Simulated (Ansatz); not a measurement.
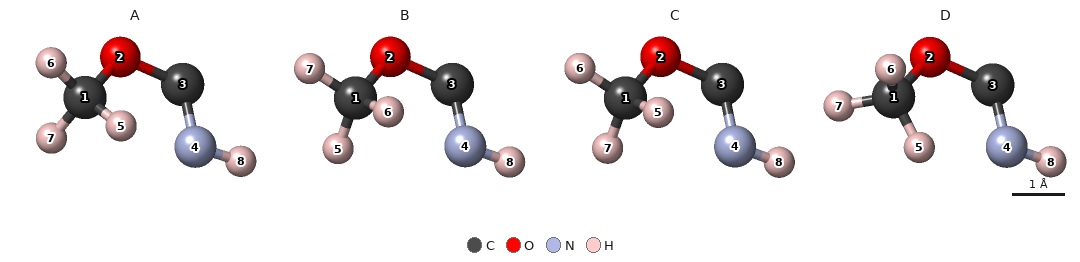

4 geometries from a converged minimum-energy path of C2H4NO (charge −1), shuffled. Style: ball-and-stick. Shown at a tilt.

These are results of Ansatz 0.2.0, RKS B3LYP-D4/def2-SVP, not measurements. Run with 5 movable images; climbing image; force threshold 0.05 eV/Å; iteration limit 60; starting path through a guess of the saddle point.

### Which of them lies highest in energy?

D. In order along the path, whose images run from 0 to 6: C (image 0, 0.000 eV), A (image 1, +0.019 eV), D (image 3, +0.060 eV), B (image 6, 0.000 eV). No bond forms or breaks between the ends. Among the angles between lasting bonds that change up to the highest image: H5–C1–H7 105.0° → 108.8°, O2–C1–H6 107.9° → 111.2°.

Limits of the set-up: the basis has no diffuse functions, which an anion needs.

Cost: 89 s on 1 thread of Intel(R) Xeon(R) Platinum 8488C (Sapphire Rapids) (shared host), peak memory 0.18 GiB.
